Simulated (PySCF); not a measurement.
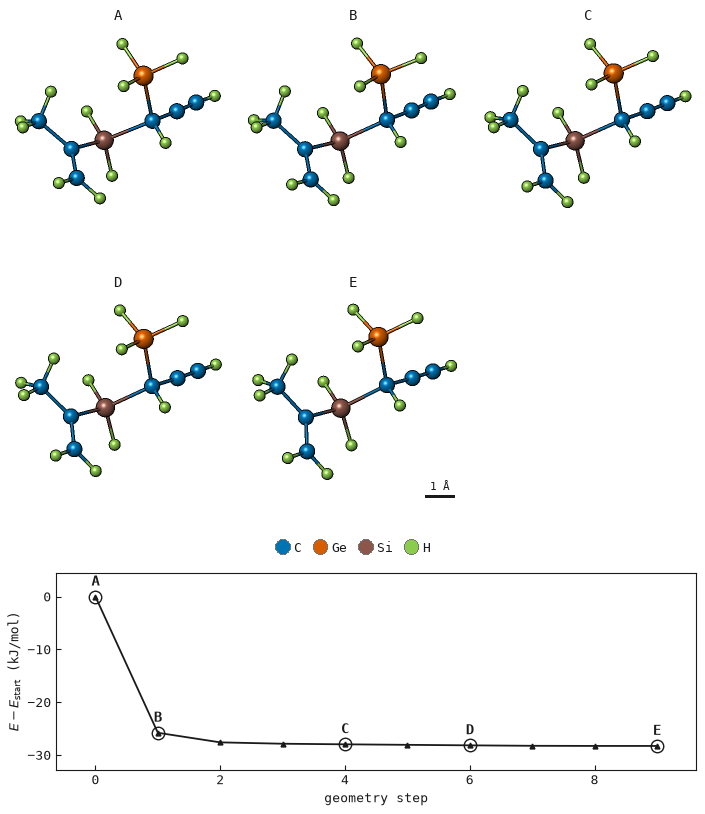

Frames of a relaxation of C6H12GeSi, marked on the history of the run. Style: ball-and-stick. Shown at a tilt.

The start comes from GFN2-xTB. Its atoms were then displaced at random by about 0.01 Å.

The calculation used PySCF 2.14.0, density-fitted response routines, PBE0-D3(BJ)/def2-SVP geometry optimisation, gas phase. 

### Describe the path.

The energy falls by 28.3 kJ/mol in 9 geometry steps. The atom that moves furthest after the best rigid fit is an H atom (0.55 Å). Largest moves by element: H 0.55 Å, C 0.34 Å, Ge 0.22 Å, Si 0.12 Å. Near-neighbour distances that change, for instance: Ge–H 1.471 → 1.540 Å, Ge–H 1.493 → 1.539 Å, C–H 1.060 → 1.103 Å, H–Si 1.453 → 1.494 Å. Among the angles between lasting bonds that change: H–Ge–H 105.5° → 110.0°, C–C–H 175.4° → 179.6°, Si–C–C 122.3° → 118.5°. The run took 4 min on 1 thread of Arm Neoverse V1, with other jobs on the host. From step 0 to 1: an H atom moves most (0.16 Å), energy −25.8 kJ/mol. From step 1 to 4: an H atom moves most (0.16 Å), energy −2.19 kJ/mol. From step 4 to 6: an H atom moves most (0.12 Å), energy −0.19 kJ/mol. From step 6 to 9: an H atom moves most (0.19 Å), energy −0.11 kJ/mol.
